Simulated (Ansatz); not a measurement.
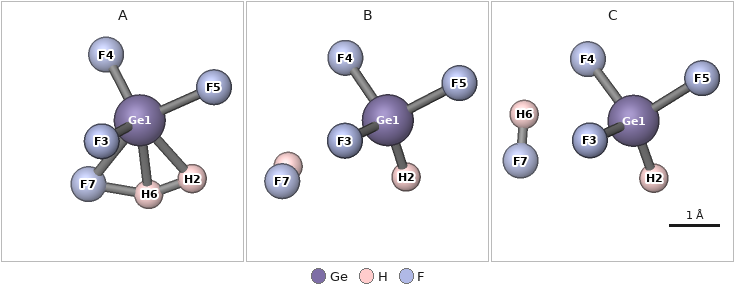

3 geometries from a converged minimum-energy path of GeH2F4, shuffled. The picture is a ball-and-stick view, seen at a tilt.

These are results of RKS BLYP-D4/def2-SVP (Ansatz), not measurements. Settings: 5 movable images; climbing image; force threshold 0.05 eV/Å; iteration limit 60; starting path through a guess of the saddle point.

Which frame is the transition state?

Answer. A. In order along the path, whose images run from 0 to 6: C (image 0, 0.00 eV), B (image 1, +0.20 eV), A (image 3, +1.60 eV). Breaking: Ge1–H2 (1.53 → 1.82 at the top → 3.59 Å), H6–F7 (0.95 → 1.25 at the top → 2.71 Å). Forming: Ge1–F7 (2.74 → 1.96 at the top → 1.73 Å), H2–H6 (2.98 → 0.98 at the top → 0.77 Å).
